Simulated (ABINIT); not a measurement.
# Quasiparticle gap of CdS (Greenockite) in ABINIT, part 2 of 3

Aim: the G0W0 gap of CdS (Greenockite) on PBE, step by step.

ABINIT 10.8.3; PBE and many-body steps on it, plane waves. Known limits of the many-body steps: not at the basis limit; no spin-orbit coupling; coarse k mesh.

So far. Step 2 (Ground state): The gap is direct, at Γ.

### 3. Bands along the symmetry lines

Level of this step: DFT, PBE, plane waves, norm-conserving pseudopotentials (ABINIT).

Levels along a band path, at the cheap level, show where the edges lie and whether the meshes to come will hold them.

run.abi

```
acell 3*1.0 Angstrom
rprim 
  4.137000000025 -0.000000000006 0.000000000000
  -2.068500000008 3.582747095481 0.000000000000
  0.000000000000 0.000000000000 6.714400000000
ntypat 2
znucl 48 16
natom 4
typat 1 1 2 2
xred 
  0.666666666667 0.333333333333 0.000000000000
  0.333333333333 0.666666666667 0.500000000000
  0.666666666667 0.333333333333 0.375000000000
  0.333333333333 0.666666666667 0.875000000000
pp_dirpath "pseudos"
pseudos "Cd.upf, S.upf"
ecut 47
iscf -2
irdden 1
kptopt 0
nkpt 39
kpt 
  0.00000000 0.00000000 0.00000000
  0.12500000 0.00000000 0.00000000
  0.25000000 0.00000000 0.00000000
  0.37500000 0.00000000 0.00000000
  0.50000000 0.00000000 0.00000000
  0.45833333 0.08333333 0.00000000
  0.41666666 0.16666666 0.00000000
  0.37500000 0.25000000 0.00000000
  0.33333333 0.33333333 0.00000000
  0.25000000 0.25000000 0.00000000
  0.16666666 0.16666666 0.00000000
  0.08333333 0.08333333 0.00000000
  0.00000000 0.00000000 0.00000000
  0.00000000 0.00000000 0.12500000
  0.00000000 0.00000000 0.25000000
  0.00000000 0.00000000 0.37500000
  0.00000000 0.00000000 0.50000000
  0.12500000 0.00000000 0.50000000
  0.25000000 0.00000000 0.50000000
  0.37500000 0.00000000 0.50000000
  0.50000000 0.00000000 0.50000000
  0.45833333 0.08333333 0.50000000
  0.41666666 0.16666666 0.50000000
  0.37500000 0.25000000 0.50000000
  0.33333333 0.33333333 0.50000000
  0.25000000 0.25000000 0.50000000
  0.16666666 0.16666666 0.50000000
  0.08333333 0.08333333 0.50000000
  0.00000000 0.00000000 0.50000000
  0.50000000 0.00000000 0.50000000
  0.50000000 0.00000000 0.37500000
  0.50000000 0.00000000 0.25000000
  0.50000000 0.00000000 0.12500000
  0.50000000 0.00000000 0.00000000
  0.33333333 0.33333333 0.50000000
  0.33333333 0.33333333 0.37500000
  0.33333333 0.33333333 0.25000000
  0.33333333 0.33333333 0.12500000
  0.33333333 0.33333333 0.00000000
istwfk *1
nband 33
nbdbuf 2
tolwfr 1e-08
nstep 40
prtwf 0
prtvol 0
indata_prefix "in"
outdata_prefix "out"
tmpdata_prefix "tmp"
```

Command:

```console
$ OMP_NUM_THREADS=1 mpirun -n 4 abinit run.abi > log
```

Numbers of over 12 decimals in the logs are rounded to 6 here.

The program printed:

```text
.Version 10.8.3 of ABINIT. v10.8.2 released Aug 2026.

 Symmetries : space group P6_3 m c (#186); Bravais hP (primitive hexag.)
[... echo of the input left out ...]
== DATASET  1 ==================================================================
-   mpi_nproc: 4, omp_nthreads: 1 (-1 if OMP is not activated)

--- !DatasetInfo
iteration_state: {dtset: 1, }
dimensions: {natom: 4, nkpt: 39, mband: 33, nsppol: 1, nspinor: 1, nspden: 1, mpw: 10376, }
cutoff_energies: {ecut:  47.0, pawecutdg:  -1.0, }
electrons: {nelect:   5.20000000E+01, charge:   0.00000000E+00, occopt:   1.00000000E+00, tsmear:   1.00000000E-02, }

 Real(R)+Recip(G) space primitive vectors, cartesian coordinates (Bohr,Bohr^-1):
 R(1)=  7.8177970  0.0000000  0.0000000  G(1)=  0.1279133  0.0738508  0.0000000
 R(2)= -3.9088985  6.7704108  0.0000000  G(2)=  0.0000000  0.1477015  0.0000000
 R(3)=  0.0000000  0.0000000 12.6883771  G(3)=  0.0000000  0.0000000  0.0788123
 Unit cell volume ucvol=  6.7159196E+02 bohr^3
 Angles (23,13,12)=  9.00000000E+01  9.00000000E+01  1.20000000E+02 degrees

 getcut: wavevector=  0.0000  0.0000  0.0000  ngfft=  50  50  80
         ecut(hartree)=     47.000   => boxcut(ratio)=   2.04301

--- Pseudopotential description ------------------------------------------------
- Cd Generated using ONCVPSP code by D. R. Hamann
- 48.00000  20.00000  171031                  znucl, zion, pspdat
12 -101130 2 -1 1368                          pspcod,pspxc,lmax,lloc,mmax
     nproj     2     2     2
  pspatm : epsatm=   23.16453630
         --- l  ekb(1:nproj) -->
             0   51.917189    3.534234
             1    8.636196    1.282240
             2    0.687672   -0.678465
 pspatm: atomic psp has been read  and splines computed

- S Generated using ONCVPSP code by D. R. Hamann
- 16.00000   6.00000  171031                  znucl, zion, pspdat
12 -101130 2 -1 1146                          pspcod,pspxc,lmax,lloc,mmax
     nproj     2     2     2
  pspatm : epsatm=    9.01821529
         --- l  ekb(1:nproj) -->
[...]
pspatm: atomic psp has been read  and splines computed

--------------------------------------------------------------------------------

================================================================================
 prteigrs : about to open file out_EIG
 Non-SCF case, kpt    1 (  0.00000  0.00000  0.00000), residuals and eigenvalues=
  2.76E-09  3.45E-09  3.27E-09  9.44E-09  2.74E-09  8.90E-09  2.07E-09  3.15E-09
  2.14E-09  7.79E-09  2.32E-09  6.34E-09  8.18E-09  5.44E-09  4.62E-09  6.18E-09
  7.66E-09  5.01E-09  4.39E-09  9.15E-09  3.70E-09  2.57E-09  4.11E-09  6.80E-09
[...]
9.12E-05
 -3.5653E+00 -3.5653E+00 -2.1346E+00 -2.1345E+00 -2.1344E+00 -2.1344E+00
 -2.1344E+00 -2.1344E+00 -2.9322E-01 -2.7715E-01 -1.2388E-01 -1.2293E-01
 -1.2293E-01 -1.1972E-01 -1.1972E-01 -1.0812E-01 -1.0812E-01 -1.0475E-01
[...]
1.46E-04
[...]
Non-SCF case, kpt   38 (  0.33333  0.33333  0.12500), residuals and eigenvalues=
[...]
Non-SCF case, kpt   39 (  0.33333  0.33333  0.00000), residuals and eigenvalues=
[...]
-8.6945E-02 -8.6945E-02  2.5072E-02  2.5072E-02  4.6733E-02  9.1870E-02
  9.1870E-02  1.0097E-01  3.3009E-01  3.4772E-01  3.4772E-01  4.2348E-01
[...]
--- !ResultsGS
iteration_state: {dtset: 1, }
comment   : Summary of ground state results
lattice_vectors:
- [  7.8177970,  -0.0000000,   0.0000000, ]
- [ -3.9088985,   6.7704108,   0.0000000, ]
- [  0.0000000,   0.0000000,  12.6883771, ]
lattice_lengths: [   7.81780,    7.81780,   12.68838, ]
lattice_angles: [ 90.000,  90.000, 120.000, ] # degrees, (23, 13, 12)
lattice_volume:   6.7159196E+02
convergence: {deltae:  0.000E+00, res2:  0.000E+00, residm:  9.997E-09, diffor:  0.000E+00, }
etotal    :  -3.72830038E+02
entropy   :   0.00000000E+00
fermie    :   1.60565230E-01
cartesian_stress_tensor: null
pressure_GPa: null
xred      :
- [  6.6667E-01,   3.3333E-01,   0.0000E+00, Cd]
- [  3.3333E-01,   6.6667E-01,   5.0000E-01, Cd]
- [  6.6667E-01,   3.3333E-01,   3.7500E-01,  S]
- [  3.3333E-01,   6.6667E-01,   8.7500E-01,  S]
cartesian_forces: null
force_length_stats: {min: null, max: null, mean: null, }

 Integrated electronic density in atomic spheres:
 ------------------------------------------------
 Atom  Sphere_radius  Integrated_density
[...]
================================================================================

 ----iterations are completed or convergence reached----

 Mean square residual over all n,k,spin=   50.320E-10; max=  99.968E-10
 reduced coordinates (array xred) for    4 atoms
[...]
0.666666666667      0.333333333333      0.375000000000
       0.333333333333      0.666666666667      0.875000000000

 cartesian coordinates (angstrom) at end:
    1      2.068500     1.194249     0.000000
    2      3e-12     2.388498     3.357200
    3      2.068500     1.194249     2.517900
    4      3e-12     2.388498     5.875100
 length scales=  1.889726125908  1.889726125908  1.889726125908 bohr
              =  1.000000000000  1.000000000000  1.000000000000 angstroms
 prteigrs : about to open file out_EIG
 Eigenvalues (hartree) for nkpt=  39  k points:
 kpt#   1, nband= 33, wtk=  1.00000, kpt=  0.0000  0.0000  0.0000 (reduced coord)
[...]
kpt#   2, nband= 33, wtk=  1.00000, kpt=  0.1250  0.0000  0.0000 (reduced coord)
[...]
kpt#   3, nband= 33, wtk=  1.00000, kpt=  0.2500  0.0000  0.0000 (reduced coord)
[...]
kpt#  38, nband= 33, wtk=  1.00000, kpt=  0.3333  0.3333  0.1250 (reduced coord)
[...]
0.49161
 kpt#  39, nband= 33, wtk=  1.00000, kpt=  0.3333  0.3333  0.0000 (reduced coord)
[...]
-0.10736   -0.10528   -0.08695   -0.08695    0.02507    0.02507    0.04673    0.09187
   0.09187    0.10097    0.33009    0.34772    0.34772    0.42348    0.43271    0.43271
   0.47932

== END DATASET(S) ==============================================================
================================================================================

 -outvars: echo values of variables after computation  --------
            nband          33
             nkpt          39
          spgroup         186
 [... the other variables as echoed above ...]

 Calculation completed.
```

Wall time 98 s (4 MPI ranks of Arm Neoverse V1, shared host); peak memory 0.52 GiB.

This step gave:

| Item | Value |
| --- | --- |
| gap | 1.198 eV |
| k of the valence top | 0, 0, 0 |
| k of the conduction bottom | 0, 0, 0 |
| least direct gap | 1.198 eV |

The gap is 1.198 eV, as in the run before at this level.

The electronic bands at the labelled points (eV, zero at the top of the highest filled band):

```
    point  band 23  band 24  band 25  band 26  band 27  band 28  band 29  band 30
        Γ    -0.77    -0.05     0.00     0.00     1.20     2.78     6.43     6.43
        M    -2.67    -1.88    -1.31    -0.74     3.71     3.86     5.09     6.40
        K    -3.10    -1.87    -1.87    -1.62     4.61     5.09     5.09     7.15
        Γ    -0.77    -0.05     0.00     0.00     1.20     2.78     6.43     6.43
        A    -0.40    -0.40    -0.40    -0.40     2.84     2.84     6.17     6.17
        L    -1.34    -1.34    -1.34    -1.34     3.46     3.46     5.37     5.37
        H    -2.42    -2.42    -1.13    -1.13     4.38     4.38     6.08     6.08
        A    -0.40    -0.40    -0.40    -0.40     2.84     2.84     6.17     6.17
jump to L    -1.34    -1.34    -1.34    -1.34     3.46     3.46     5.37     5.37
        M    -2.67    -1.88    -1.31    -0.74     3.71     3.86     5.09     6.40
jump to H    -2.42    -2.42    -1.13    -1.13     4.38     4.38     6.08     6.08
        K    -3.10    -1.87    -1.87    -1.62     4.61     5.09     5.09     7.15
```

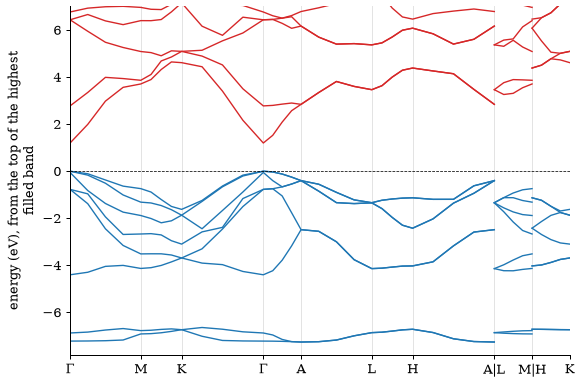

Electronic bands along the path; lines of filled and empty bands in two colours.

### 4. Empty states on the mesh, 3×3×2 mesh, 275 bands

The sums over transitions need many empty states on a uniform mesh; this step solves for them.

run.abi

```
acell 3*1.0 Angstrom
rprim 
  4.137000000025 -0.000000000006 0.000000000000
  -2.068500000008 3.582747095481 0.000000000000
  0.000000000000 0.000000000000 6.714400000000
ntypat 2
znucl 48 16
natom 4
typat 1 1 2 2
xred 
  0.666666666667 0.333333333333 0.000000000000
  0.333333333333 0.666666666667 0.500000000000
  0.666666666667 0.333333333333 0.375000000000
  0.333333333333 0.666666666667 0.875000000000
pp_dirpath "pseudos"
pseudos "Cd.upf, S.upf"
ecut 47
ngkpt 3 3 2
nshiftk 1
shiftk 0 0 0
kptopt 1
chksymbreak 0
iscf -2
irdden 1
istwfk *1
nband 275
nbdbuf 24
tolwfr 1e-09
nstep 60
prtvol 0
indata_prefix "in"
outdata_prefix "out"
tmpdata_prefix "tmp"
```

The program printed:

```text
.Version 10.8.3 of ABINIT. v10.8.2 released Aug 2026.

 Symmetries : space group P6_3 m c (#186); Bravais hP (primitive hexag.)
[... echo of the input left out ...]
== DATASET  1 ==================================================================
-   mpi_nproc: 4, omp_nthreads: 1 (-1 if OMP is not activated)

--- !DatasetInfo
iteration_state: {dtset: 1, }
dimensions: {natom: 4, nkpt: 6, mband: 275, nsppol: 1, nspinor: 1, nspden: 1, mpw: 10374, }
cutoff_energies: {ecut:  47.0, pawecutdg:  -1.0, }
electrons: {nelect:   5.20000000E+01, charge:   0.00000000E+00, occopt:   1.00000000E+00, tsmear:   1.00000000E-02, }

 Real(R)+Recip(G) space primitive vectors, cartesian coordinates (Bohr,Bohr^-1):
 R(1)=  7.8177970  0.0000000  0.0000000  G(1)=  0.1279133  0.0738508  0.0000000
 R(2)= -3.9088985  6.7704108  0.0000000  G(2)=  0.0000000  0.1477015  0.0000000
 R(3)=  0.0000000  0.0000000 12.6883771  G(3)=  0.0000000  0.0000000  0.0788123
 Unit cell volume ucvol=  6.7159196E+02 bohr^3
 Angles (23,13,12)=  9.00000000E+01  9.00000000E+01  1.20000000E+02 degrees

 getcut: wavevector=  0.0000  0.0000  0.0000  ngfft=  50  50  80
         ecut(hartree)=     47.000   => boxcut(ratio)=   2.04301

--- Pseudopotential description ------------------------------------------------
- Cd Generated using ONCVPSP code by D. R. Hamann
- 48.00000  20.00000  171031                  znucl, zion, pspdat
12 -101130 2 -1 1368                          pspcod,pspxc,lmax,lloc,mmax
     nproj     2     2     2
  pspatm : epsatm=   23.16453630
         --- l  ekb(1:nproj) -->
             0   51.917189    3.534234
             1    8.636196    1.282240
             2    0.687672   -0.678465
 pspatm: atomic psp has been read  and splines computed

- S Generated using ONCVPSP code by D. R. Hamann
- 16.00000   6.00000  171031                  znucl, zion, pspdat
12 -101130 2 -1 1146                          pspcod,pspxc,lmax,lloc,mmax
     nproj     2     2     2
  pspatm : epsatm=    9.01821529
         --- l  ekb(1:nproj) -->
[...]
pspatm: atomic psp has been read  and splines computed

--------------------------------------------------------------------------------

================================================================================
 prteigrs : about to open file out_EIG
 Non-SCF case, kpt    1 (  0.00000  0.00000  0.00000), residuals and eigenvalues=
  8.62E-10  3.18E-10  3.26E-10  5.46E-10  6.75E-10  9.79E-10  3.66E-10  9.26E-10
  6.67E-10  7.92E-10  2.72E-10  2.51E-10  9.74E-10  2.34E-10  3.50E-10  1.65E-10
  1.41E-10  1.38E-10  4.43E-10  4.57E-10  6.94E-10  1.12E-10  6.45E-10  9.06E-11
[...]
-3.5653E+00 -3.5653E+00 -2.1346E+00 -2.1345E+00 -2.1344E+00 -2.1344E+00
 -2.1344E+00 -2.1344E+00 -2.9322E-01 -2.7715E-01 -1.2388E-01 -1.2293E-01
 -1.2293E-01 -1.1972E-01 -1.1972E-01 -1.0812E-01 -1.0812E-01 -1.0475E-01
[...]
3.5989E+00  3.6041E+00  3.6287E+00  3.6287E+00  3.6364E+00  3.6364E+00
  3.6513E+00  3.6640E+00  3.6678E+00  3.6678E+00  3.6921E+00  3.6923E+00
  3.7155E+00  3.7161E+00  3.7308E+00  3.7599E+00  3.7707E+00
 prteigrs : prtvol=0 or 1, do not print more k-points.

--- !ResultsGS
iteration_state: {dtset: 1, }
comment   : Summary of ground state results
lattice_vectors:
- [  7.8177970,  -0.0000000,   0.0000000, ]
- [ -3.9088985,   6.7704108,   0.0000000, ]
- [  0.0000000,   0.0000000,  12.6883771, ]
lattice_lengths: [   7.81780,    7.81780,   12.68838, ]
lattice_angles: [ 90.000,  90.000, 120.000, ] # degrees, (23, 13, 12)
lattice_volume:   6.7159196E+02
convergence: {deltae:  0.000E+00, res2:  0.000E+00, residm:  9.993E-10, diffor:  0.000E+00, }
etotal    :  -3.72830038E+02
entropy   :   0.00000000E+00
fermie    :   1.60565230E-01
cartesian_stress_tensor: null
pressure_GPa: null
xred      :
- [  6.6667E-01,   3.3333E-01,   0.0000E+00, Cd]
- [  3.3333E-01,   6.6667E-01,   5.0000E-01, Cd]
- [  6.6667E-01,   3.3333E-01,   3.7500E-01,  S]
- [  3.3333E-01,   6.6667E-01,   8.7500E-01,  S]
cartesian_forces: null
force_length_stats: {min: null, max: null, mean: null, }

 Integrated electronic density in atomic spheres:
 ------------------------------------------------
 Atom  Sphere_radius  Integrated_density
[...]
================================================================================

 ----iterations are completed or convergence reached----

 Mean square residual over all n,k,spin=   39.634E-11; max=  99.933E-11
 reduced coordinates (array xred) for    4 atoms
[...]
0.333333333333      0.666666666667      0.875000000000

 cartesian coordinates (angstrom) at end:
    1      2.068500     1.194249     0.000000
    2      3e-12     2.388498     3.357200
    3      2.068500     1.194249     2.517900
    4      3e-12     2.388498     5.875100
 length scales=  1.889726125908  1.889726125908  1.889726125908 bohr
              =  1.000000000000  1.000000000000  1.000000000000 angstroms
 prteigrs : about to open file out_EIG
 Eigenvalues (hartree) for nkpt=   6  k points:
 kpt#   1, nband=275, wtk=  0.05556, kpt=  0.0000  0.0000  0.0000 (reduced coord)
[...]
3.55789    3.58176    3.59887    3.60407    3.62872    3.62872    3.63640    3.63640
   3.65130    3.66402    3.66782    3.66783    3.69214    3.69225    3.71547    3.71615
   3.73077    3.75992    3.77070
 prteigrs : prtvol=0 or 1, do not print more k-points.

== END DATASET(S) ==============================================================
================================================================================

 -outvars: echo values of variables after computation  --------
            nband         275
             nkpt           6
          spgroup         186
 [... the other variables as echoed above ...]

 Calculation completed.
```

Elapsed: 6.4 min, on 4 MPI ranks; peak memory 0.61 GiB; 26 min of CPU time.

This step gave:

```yaml
gap: 1.198 eV
k_of_the_valence_top: 0, 0, 0
k_of_the_conduction_bottom: 0, 0, 0
least_direct_gap: 1.198 eV
k_points_computed: 6
lowest_point_of_the_top_converged_band_above_the_valence_top: 91.1796 eV
```

On this mesh the gap is 1.198 eV.

### 5. Screening, 3×3×2 mesh, 251 bands, screening to 163.3 eV

The RPA dielectric matrix is built and inverted for each q.

This step: RPA screening on PBE, plane waves, norm-conserving pseudopotentials.

run.abi: that of step 4 with these lines changed.

```diff
@@ -22,10 +22,11 @@
 chksymbreak 0
-iscf -2
-irdden 1
 istwfk *1
-nband 275
-nbdbuf 24
-tolwfr 1e-09
-nstep 60
-prtvol 0
+occopt 1
+irdwfk 1
+optdriver 3
+nband 251
+ecuteps 6
+inclvkb 2
+awtr 1
+symchi 1
 indata_prefix "in"
```

The program printed:

```text
.Version 10.8.3 of ABINIT. v10.8.2 released Aug 2026.

 Symmetries : space group P6_3 m c (#186); Bravais hP (primitive hexag.)
[... echo of the input left out ...]
== DATASET  1 ==================================================================
-   mpi_nproc: 4, omp_nthreads: 1 (-1 if OMP is not activated)

--- !DatasetInfo
iteration_state: {dtset: 1, }
dimensions: {natom: 4, nkpt: 6, mband: 251, nsppol: 1, nspinor: 1, nspden: 1, mpw: 10374, }
cutoff_energies: {ecut:  47.0, pawecutdg:  -1.0, }
electrons: {nelect:   5.20000000E+01, charge:   0.00000000E+00, occopt:   1.00000000E+00, tsmear:   1.00000000E-02, }

 SCREENING: Calculation of the susceptibility and dielectric matrices

 Based on a program developped by R.W. Godby, V. Olevano, G. Onida, and L. Reining.
 Incorporated in ABINIT by V. Olevano, G.-M. Rignanese, and M. Torrent.
.Using double precision arithmetic ; gwpc =  8

[... cell and pseudopotentials left out ...]
--------------------------------------------------------------------------------

 ==== K-mesh for the wavefunctions ====
 Number of points in the irreducible wedge :     6
[... list of points left out ...]
 Together with 12 symmetry operations and time-reversal symmetry
 yields    18 points in the full Brillouin Zone.

 ==== Q-mesh for the screening function ====
 Number of points in the irreducible wedge :     6
[... list of points left out ...]
 Together with 12 symmetry operations and time-reversal symmetry
 yields    18 points in the full Brillouin Zone.

 setmesh: FFT mesh size selected  =    30x   30x   54
          total number of points  =        48600

 vcoul_init : cutoff-mode = AUXILIARY_FUNCTION
 q-points for optical limit:   1
     1)      0.000010    0.000020    0.000030

- screening: taking advantage of time-reversal symmetry
- Maximum band index for partially occupied states nbvw = 26
- Remaining bands to be divided among processors   nbcw = 225
- Number of bands treated by each node ~56

 Number of electrons calculated from density =   52.0000; Expected =   52.0000
 average of density, n =  0.077428
 r_s =    1.4555
 omega_plasma =   26.8414 [eV]

 calculating chi0 at frequencies [eV] :
  1    0.000000E+00    0.000000E+00
  2    0.000000E+00    2.684136E+01

--------------------------------------------------------------------------------
  q-point number  1        q = ( 0.000000, 0.000000, 0.000000) [r.l.u.]
--------------------------------------------------------------------------------
[... chi0 elements left out ...]
 For q-point:  0.000010 0.000020 0.000030
  dielectric constant =  13.5833
  dielectric constant without local fields =  14.3862

  Average fulfillment of the sum rule on Im[epsilon] for q-point    1 :     72.59  [%]
[... wings left out ...]
  q-point number  2        q = ( 0.333333, 0.000000, 0.000000) [r.l.u.]
--------------------------------------------------------------------------------
[... chi0 elements left out ...]
  Average fulfillment of the sum rule on Im[epsilon] for q-point    2 :     76.38  [%]

 [... 4 further q-points ...]
```

The job ended after 2.6 min (4 MPI ranks; peak memory 2.3 GiB; 10 min of CPU time).

Numbers from this step:

* ε∞ with local fields, on this mesh, along the program's q direction: 13.58
* the same without local fields: 14.39
* plasma frequency: 26.84 eV
* plane waves in the screening matrix: 463

Local fields lower ε∞ by 6 %. On a Γ-centred mesh this coarse the value itself is usually too large, while a short band sum pulls it down.

(Continued in part 3 of 3.)

[Paths, hosts, dates, memory and timing lines, banners, echoed tables and standing remarks are left out of the program output.]

[Logs are printed without paths, hosts, clocks, repeated set-up lines and the standing remarks that a program may print on its own settings, such as how far it seeks lower states.]

[Runs of the session that timed out or met a known fault of the program may be left out.]

[Hosts, paths, dates, database ids (printed as entryN), source tags and the programs' standing remarks are cut or masked in the printed files.]

[G0W0 gaps are taken among the corrected bands and points alone; a level outside them can change the order at an edge.]

[Where Ansatz stands beside ABINIT at settings called matched, ABINIT's density can come from a denser mesh and the files from another edition; pairs whose starting gaps differed by over 0.03 eV were left out, so agreement reads better than it is.]
